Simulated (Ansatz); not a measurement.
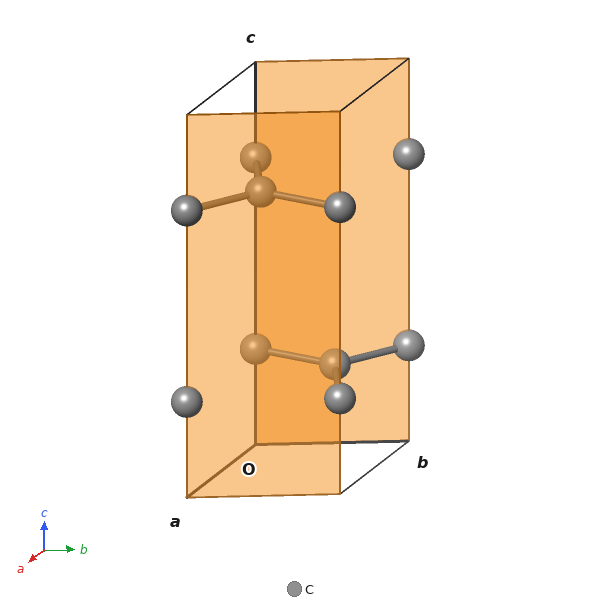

Crystal: C, the end point of a relaxation with DFT, LDA (PW92), plane waves (420 eV) with PAW, scalar-relativistic (Ansatz). Every member of one family of equally spaced planes, hx + ky + lz = a whole number, that cuts the unit cell is shaded (one member passes through the origin O). Symmetry computed with spglib at a tolerance of 0.002 Å; standard conventional cell.

a = 2.445 Å, b = 2.445 Å, c = 6.610 Å, α = 90.00°, β = 90.00°, γ = 120.00°.

Q: Index the planes.

A: (1 0 0), in four indices (1 0 −1 0); the opposite sign names the same planes. The member next to the origin meets the axes a at 1, b never, c never.

Q: What is the spacing?

A: d = 2.117 Å.

Q: Which atoms of the cell lie in these planes (within 0.03 Å)?

A: 2 of the 4 C.
